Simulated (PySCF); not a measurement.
C4H9NSSi2

The calculation's input:

```
{"job": {"kind": "nmr", "xc": "PBE0", "basis": "pcSseg-1"}, "charge": 0, "multiplicity": 1}
C      2.975611     0.291735     0.484578
S      1.591777    -0.230581     1.533937
C      0.309845    -0.424252     0.251063
Si    -0.376775     1.244522    -0.447589
C     -2.046971     0.796952     0.391969
Si    -1.395354    -0.897064     1.011341
C     -2.130284    -2.312106     0.039948
N     -2.579761    -3.173042    -0.567420
H      2.698365     1.194302    -0.054284
H      3.816117     0.487020     1.142565
H      3.223835    -0.505023    -0.212188
H      0.709903    -1.135663    -0.471817
H     -0.398050     1.277135    -1.909272
H      0.285816     2.423615     0.105695
H     -2.898641     0.744940    -0.280846
H     -2.327876     1.472307     1.195755
H     -1.464556    -1.242768     2.426116
```

Run with:

```sh
OMP_NUM_THREADS=1 python probes_run.py task.json out
```

Geometry: GFN2-xTB.

Computed with PySCF 2.14.0, PBE0/pcSseg-1, SCF density, gas phase, non-relativistic.

Predict the electron density and electron localisation function between the atoms.

Answer. C–N (1.15 Å): ρ is about 3.6 e/Å³ halfway; the ELF peaks at about 0.85 between the atoms (a multiple bond).
C–Si (1.87 Å): ρ is about 0.89 e/Å³ halfway; the ELF peaks at about 1 between the atoms (localised, covalent bonding).
Si–H (1.46 Å): ρ is about 0.84 e/Å³ halfway; the ELF climbs to about 1 towards the hydrogen, as it does in any bond to H.

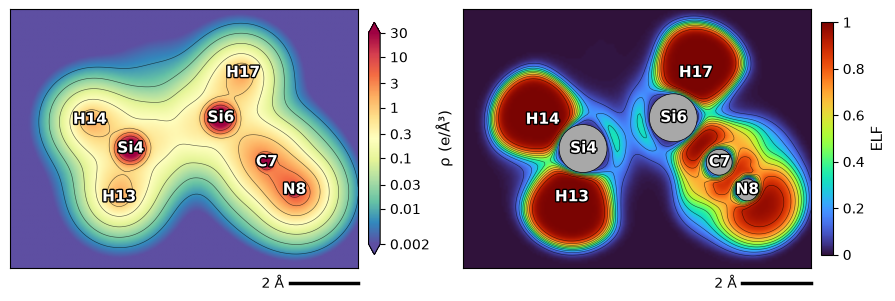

Computed electron density and electron localisation function on the plane of atoms C7, Si6 and H17, in this order. Grey discs cover the atomic cores in the ELF map. 
